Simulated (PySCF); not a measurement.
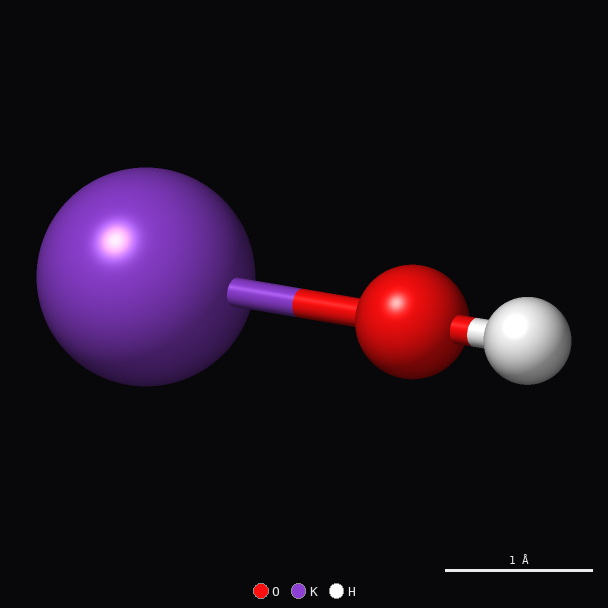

The picture shows a molecular structure as a ball-and-stick model.

Describe the molecule.

Formula HKO. SMILES: `[OH][K]`. This geometry has C∞v symmetry. All atoms lie on one line. Coordination: 1 O linear.

The parts below concern this one geometry. Atoms keep their numbers from picture to picture. The geometry was computed by an optimisation with PBE0-D3(BJ)/def2-TZVP. No frequency run is at hand to confirm it as a minimum.

## Bond orders

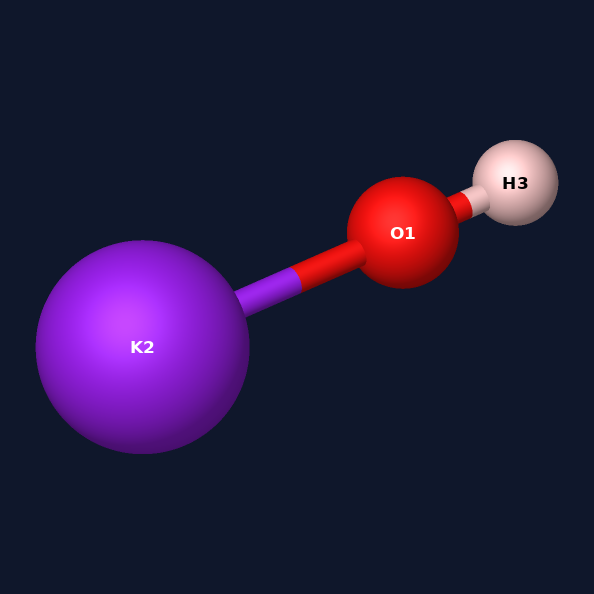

Every bond is drawn as one stick. No frequency run is at hand to confirm it as a minimum. Level of theory: PBE0/pcSseg-2 (PySCF 2.14.0).

List the Mayer bond orders of O1–K2, O1–H3.

```
 bond  Mayer order  length (Å)
O1–K2         0.42       2.208
O1–H3         1.06       0.954
```

## Dipole moment

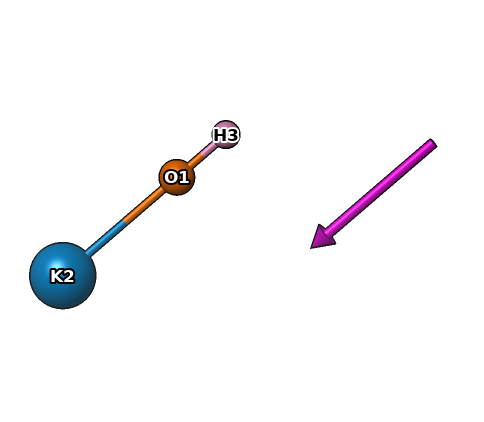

The arrow beside the molecule shows the direction of the dipole moment, from the negative to the positive end (its length means nothing). No frequency run is at hand to confirm it as a minimum. Level of theory: ωB97X-D/pcSseg-2 in chloroform (IEF-PCM) (PySCF 2.14.0).

How large is the dipole moment?

7.50 D; it points from the side of H3 to the side of K2 (the outermost atoms at the two ends).

## Quadrupole coupling

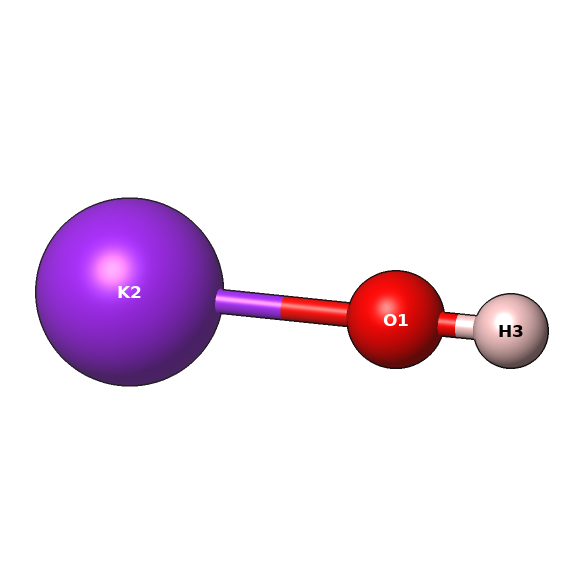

No frequency run is at hand to confirm it as a minimum. Electric field gradients from the ground-state density, PBE0/pcSseg-2 (PySCF 2.14.0), non-relativistic apart from any core potentials.

Give the largest field-gradient component, the quadrupole coupling constant and the asymmetry for 17O at O1 (Q = −25.6 mb), 2H at H3 (Q = 2.86 mb).

| atom | V_zz (a.u.) | e²qQ/h (MHz) | η |
| --- | --- | --- | --- |
| O1 | 1.406 | −8.46 | 0.00 |
| H3 | 0.517 | 0.347 | 0.00 |
